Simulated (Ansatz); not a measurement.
```yaml
atoms:
  - { symbol: Si, position_ang: [0.0003, 0.0000, 0.0235] }
  - { symbol: H, position_ang: [0.0001, 0.0000, 1.4896] }
  - { symbol: F, position_ang: [1.4937, 0.0000, -0.5470] }
  - { symbol: F, position_ang: [-0.7462, 1.2932, -0.5473] }
  - { symbol: F, position_ang: [-0.7462, -1.2932, -0.5473] }
```

Method: RKS PBE0-D4/def2-SVP (Ansatz 0.2.0).

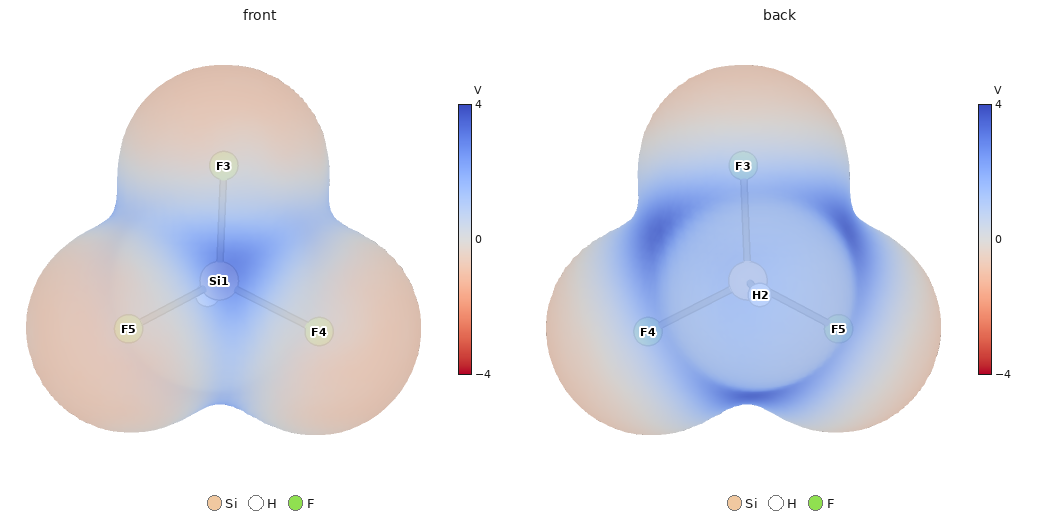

F3HSi. The molecular electrostatic potential painted on the density surface at 0.004 e/bohr³, seen from the front and from behind; the colour scale runs from red (negative) to blue (positive).

Q: Which sites attract a positive test charge, and which a negative one?

A: A positive charge is drawn to the negative regions and a negative charge to the positive ones. The most negative region (about −0.7 V) lies over F3, F4 and F5, the most positive (about +3.3 V) over Si1.
